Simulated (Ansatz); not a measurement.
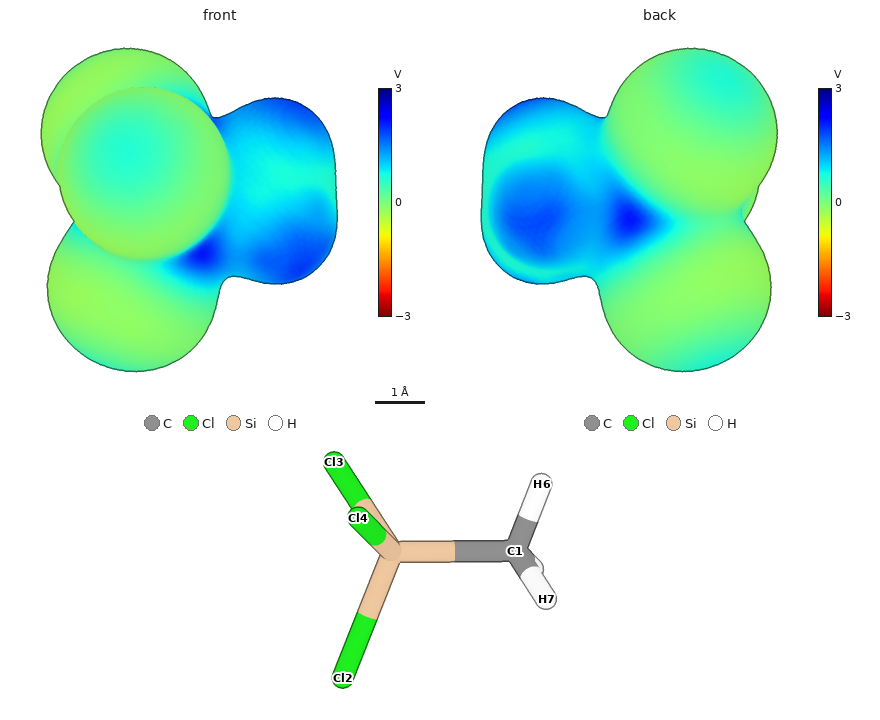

CH3Cl3Si (SMILES C[Si](Cl)(Cl)Cl). The molecular electrostatic potential painted on the density surface at 0.004 e/bohr³, seen from the front and from behind; the colour scale runs from red (negative) to blue (positive). The bare structure is drawn below in the same view.

Geometry: BLYP-D3(BJ)/def2-SVP.

All numbers below come from isolated molecule in a Gaussian basis; Kohn-Sham density functional theory, functional PBE0 in Ansatz 0.2.0.

```xyz
8

C     0.5052    1.9464   -3.1044
Cl    2.2828   -0.7199   -2.6083
Cl    0.1793    0.4611   -0.2402
Cl    2.9807    2.1831   -1.0234
Si    1.4491    1.0054   -1.7965
H     0.0658    2.8644   -2.6670
H     1.1857    2.2315   -3.9307
H    -0.3097    1.3154   -3.5105
```

Question: Describe the electrostatic potential map.

Answer: The most negative region (about −0.2 V) lies over Cl2, Cl3 and Cl4, the most positive (about +2.0 V) over Si5. Cl2 shows a σ-hole: about +0.7 V at the tip opposite its bond, against about −0.1 V on its flanks. Cl3 shows a σ-hole: about +0.7 V at the tip opposite its bond, against about −0.1 V on its flanks. Cl4 shows a σ-hole: about +0.6 V at the tip opposite its bond, against about −0.1 V on its flanks.

Question: What dipole moment does the calculation give?

Answer: Its dipole moment is 2.09 D.
